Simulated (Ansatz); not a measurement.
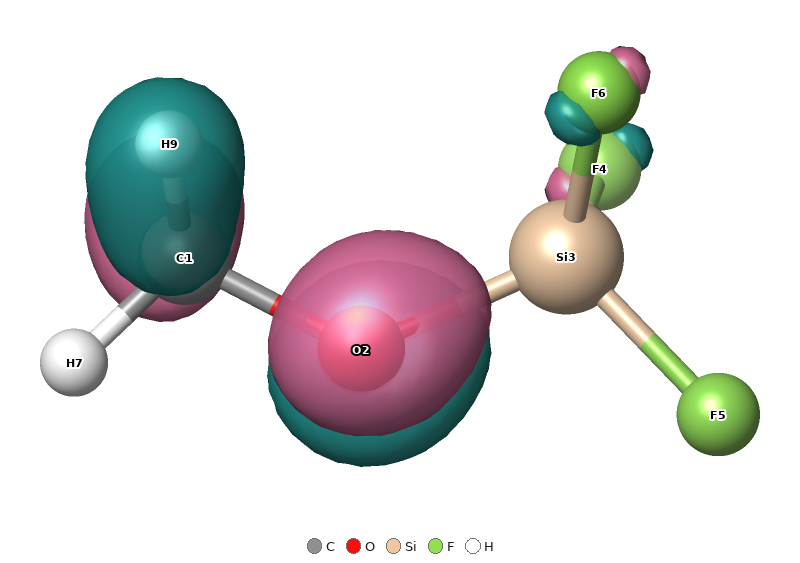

Figure. CH3F3OSi (SMILES CO[Si](F)(F)F). The HOMO at ±0.2 Å⁻³ᐟ² (teal and pink are the two phases), seen from one side.

Geometry: PBE0-D4/def2-TZVP.

Level of theory: Ansatz, RKS PBE0-D4/def2-TZVPP.

The calculation's input:

```
crystal:
  periodic: [false, false, false]
  atoms:
    - {symbol: C, position_ang: [0.213319, -1.132090, 0.801293]}
    - {symbol: O, position_ang: [0.732731, -0.145525, -0.073242]}
    - {symbol: Si, position_ang: [-0.076173, 1.039994, -0.772130]}
    - {symbol: F, position_ang: [-1.227950, 0.506993, -1.702391]}
    - {symbol: F, position_ang: [0.924501, 1.873553, -1.641487]}
    - {symbol: F, position_ang: [-0.751167, 1.998593, 0.277445]}
    - {symbol: H, position_ang: [1.039137, -1.777566, 1.098204]}
    - {symbol: H, position_ang: [-0.547468, -1.736229, 0.300478]}
    - {symbol: H, position_ang: [-0.218431, -0.674026, 1.694829]}
basis:
  gaussian: {orbitals: def2-TZVPP}
hamiltonian: {xc: pbe0, dispersion: d4}
output: {orbitals: {seedname: orbitals}}
```

Launched as:

```sh
ansatz run in.yaml --threads 4 --pin off --events-out ev --progress --plain --max-ram 10444MiB
```

### What is the character of this orbital?

Its weight (Hirshfeld) is mainly on O2 (about 55 %), C1 (about 15 %), H8 (about 10 %) and H9 (about 10 %). Its energy is −9.42 eV.
